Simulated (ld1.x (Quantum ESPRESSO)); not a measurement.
## Re: pseudopotential generation (part 2 of 2)

Continued. System: rhenium (Re, Z = 75), core [Kr] 4d10 4f14, reference valence 5s2 5p6 5d5 6s2 6p0, valence charge 15. Method: RRKJ potential, PBE, scalar-relativistic, made with ld1.x (Quantum ESPRESSO) 7.5.

## Output of the test run (extracts), continued
```
     ---------------------- Testing the pseudopotential ----------------------

     Re
     scalar relativistic calculation

     atomic number is 75.00   valence charge is 15.00
     dft =PBE   lsd =0 sic =0 latt =0  beta=0.20 tr2=1.0E-14
     mesh =1275 r(mesh) = 100.23444 xmin = -7.00 dx = 0.01250

     n l     nl             e AE (Ry)        e PS (Ry)    De AE-PS (Ry)
     1 0     5S   1( 2.00)       -6.57524       -7.05595        0.48070  !
     2 1     5P   1( 6.00)       -3.75076       -4.22959        0.47882  !
     3 2     5D   1( 4.00)       -0.62406       -1.09222        0.46816  !
     2 0     6S   1( 2.00)       -0.57100       -0.89277        0.32177  !
     3 1     6P   1( 1.00)       -0.17627       -0.17627        0.00000

     eps = 8.0E-15  iter = 33

     Etot =  -33384.092157 Ry,  -16692.046078 Ha, -454213.713076 eV
     Etotps =  -159.508163 Ry,     -79.754082 Ha,   -2170.219122 eV
     dEtot_ae =       0.371707 Ry
     dEtot_ps =       0.555411 Ry,   Delta E=      -0.183704 Ry

     Ekin =      45.452289 Ry,      22.726145 Ha,     618.409901 eV
     Encl =    -327.341445 Ry,    -163.670722 Ha,   -4453.707241 eV
     Ehrt =     114.368841 Ry,      57.184420 Ha,    1556.067347 eV
     Ecxc =     -20.907510 Ry,     -10.453755 Ha,    -284.461168 eV
     (Ecc =      -2.834112 Ry,      -1.417056 Ha,     -38.560062 eV)
     Epseu=      28.919661 Ry,      14.459831 Ha,     393.472039 eV

     ---------------------- End of pseudopotential test ----------------------

     ---------------------- Testing the pseudopotential ----------------------

     Re
     scalar relativistic calculation

     atomic number is 75.00   valence charge is 15.00
     dft =PBE   lsd =0 sic =0 latt =0  beta=0.20 tr2=1.0E-14
     mesh =1275 r(mesh) = 100.23444 xmin = -7.00 dx = 0.01250

     n l     nl             e AE (Ry)        e PS (Ry)    De AE-PS (Ry)
     1 0     5S   1( 2.00)       -6.54058       -6.52196       -0.01862  !
     2 1     5P   1( 6.00)       -3.73113       -3.71269       -0.01844  !
     3 2     5D   1( 5.00)       -0.66349       -0.64888       -0.01461  !
     2 0     6S   1( 1.50)       -0.67770       -0.58114       -0.09656  !
     3 1     6P   1( 0.00)       -0.29555       -0.29555        0.00000

     eps = 6.9E-15  iter = 16

     Etot =  -33384.185965 Ry,  -16692.092983 Ha, -454214.989401 eV
     Etotps =  -159.830403 Ry,     -79.915202 Ha,   -2174.603418 eV
     dEtot_ae =       0.277899 Ry
     dEtot_ps =       0.233171 Ry,   Delta E=       0.044728 Ry

     Ekin =      47.086695 Ry,      23.543348 Ha,     640.647129 eV
     Encl =    -334.894824 Ry,    -167.447412 Ha,   -4556.476210 eV
     Ehrt =     121.228377 Ry,      60.614188 Ha,    1649.396095 eV
     Ecxc =     -21.472991 Ry,     -10.736495 Ha,    -292.154924 eV
     (Ecc =      -2.834112 Ry,      -1.417056 Ha,     -38.560062 eV)
     Epseu=      28.222340 Ry,      14.111170 Ha,     383.984493 eV

     ---------------------- End of pseudopotential test ----------------------
```

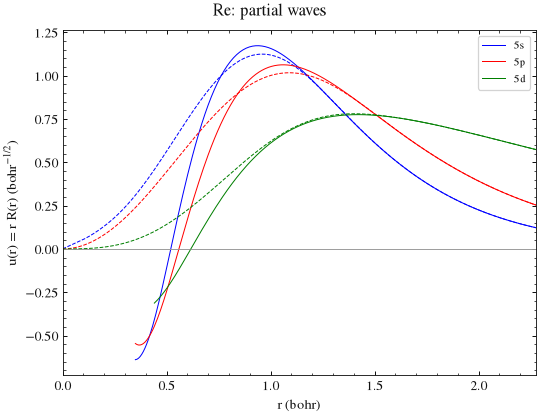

Figure 1. All-electron valence functions (solid) with their pseudo partners (dashed). The innermost oscillations of some all-electron curves aren't drawn. Reference configuration 5s2 5p6 5d5 6s2 6p0.

- Matching radii: 5s at 1.50 bohr; 5p at 1.75 bohr; 5d at 1.70 bohr. The curves merge smoothly, so the plot gives these only roughly.
- Nodes of the pseudo-waves: 5s has no node; 5p has no node; 5d has no node.
- Cutoffs needed: 60 Ry (loose) and 100 Ry (tight), as the cutoffs, on a coarse ladder, from which the occupation-weighted sum of valence levels, in a spherical-Bessel basis at the reference potential, stays within 10 and 1 mRy of its value at 400 Ry. The potential isn't sound: its ghost test gives ghost states below the valence levels: d at -1271.1 eV, s at -234.5 eV; the pseudo-atom misses its own reference levels by up to 1.12 eV.

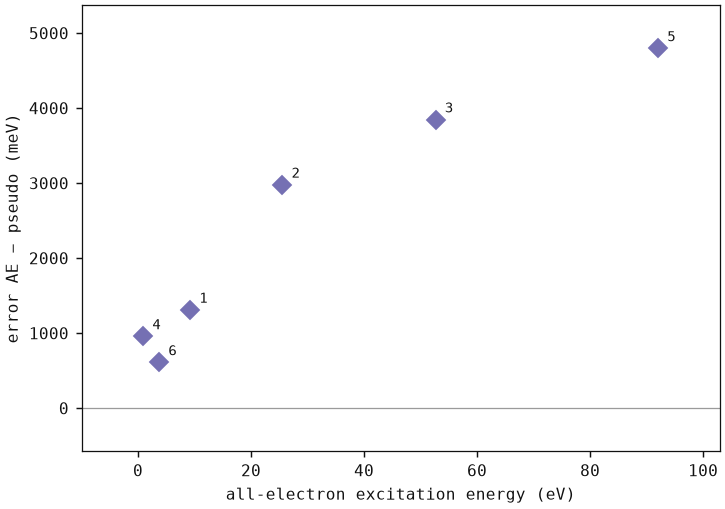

Figure 2. Errors, all-electron minus pseudo, of the energies of valence configurations relative to the unpolarised reference 5s2 5p6 5d5 6s2 6p0. Points: 1 = 5s2 5p6 5d5 6s1 6p0; 2 = 5s2 5p6 5d5 6s0 6p0; 3 = 5s2 5p6 5d4 6s0 6p0; 4 = 5s2 5p6 5d6 6s1 6p0; 5 = 5s2 5p6 5d3 6s0 6p0; 6 = 5s2 5p6 5d5 6s1.5 6p0. Not all tests gave a result: 1 of 7 tests not solved.

- Worst configuration: 5s2 5p6 5d3 6s0 6p0 (charge +4): the error is +4794 meV on an all-electron energy of +92.06 eV relative to the reference, or 5.2 %. Note that the pseudo-atom misses its own reference levels by up to 1.12 eV.
- Configurations within 10 meV and within 50 meV: 0 and 0 of 6.
- Errors in meV: 5s2 5p6 5d5 6s1 6p0: +1308; 5s2 5p6 5d5 6s0 6p0: +2976; 5s2 5p6 5d4 6s0 6p0: +3845; 5s2 5p6 5d6 6s1 6p0: +955; 5s2 5p6 5d3 6s0 6p0: +4794; 5s2 5p6 5d5 6s1.5 6p0: +609. The potential isn't sound: its ghost test gives ghost states below the valence levels: d at -1271.1 eV, s at -234.5 eV.

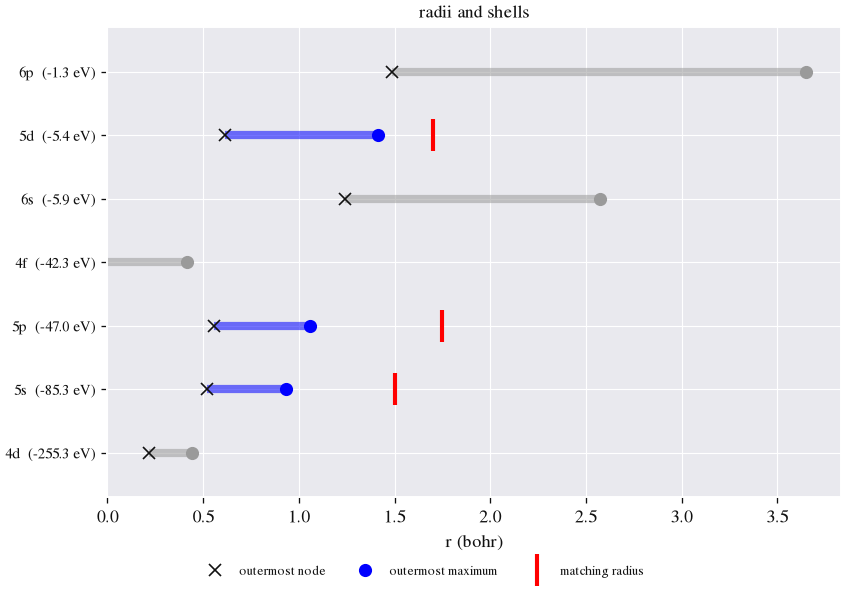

Figure 3. Outer shells of the all-electron reference atom: each bar runs from the outermost node (or the nucleus) to the outermost maximum of u(r); the tick is the radius chosen for the pseudo-wave. Shells without a tick have no pseudo-wave of their own. Levels, nodes and maxima are from ld1.x, scalar-relativistic.

- Radii against the shells: 5s: 1.50 bohr, outside the maximum; 5p: 1.75 bohr, outside the maximum; 5d: 1.70 bohr, outside the maximum.

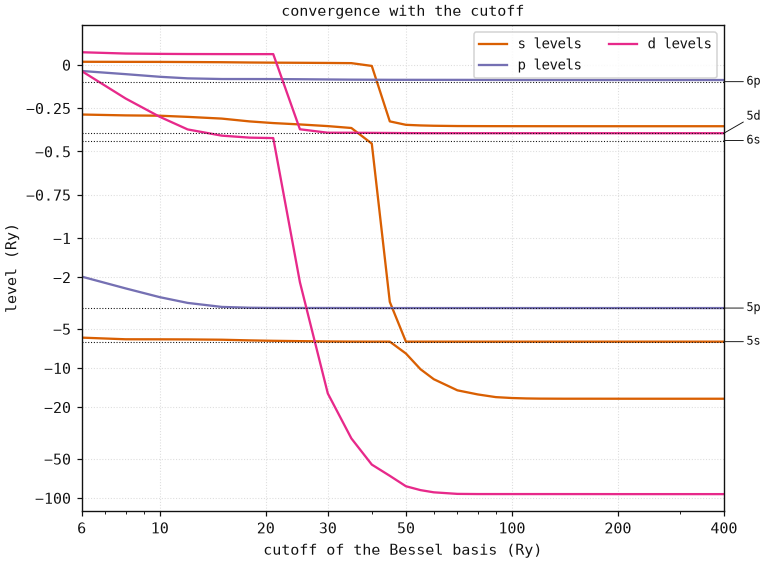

Figure 4. The pseudo-atom Hamiltonian at the reference potential is diagonalised in spherical Bessel functions (20 bohr box) up to the cutoff. Curves: the lowest levels of each channel that holds a bound state. Dotted lines: the all-electron valence levels.

- Ghost states: below the valence levels: d at -1271.1 eV, s at -234.5 eV. A ghost is a state of the pseudo-atom that lies below a valence level of its channel, or is bound in a channel without one, and matches no all-electron valence level; bound levels above the valence ones can be real empty states. Not every valence level is met: 6s ends 0.083 Ry too high, 6p ends 0.009 Ry too high at the highest cutoff, where a miss can come from the basis as well as from the potential. In Ry: d -93.43, s -17.23.
- All-electron valence levels: 5s: -6.3 Ry; 6s: -0.44 Ry; 5p: -3.5 Ry; 6p: -0.10 Ry; 5d: -0.39 Ry.
- Onset of the ghost: the lowest d curve lies clearly below the lowest valence level of its channel from about 25 Ry on and ends at -93.43 Ry. The potential isn't sound: the pseudo-atom misses its own reference levels by up to 1.12 eV.

Outcome of the run: generated, with a ghost state; the pseudo-atom misses its reference levels by up to 1.12 eV (6s, which has no pseudo-wave of its own); ld1.x warns of wrong node counts.
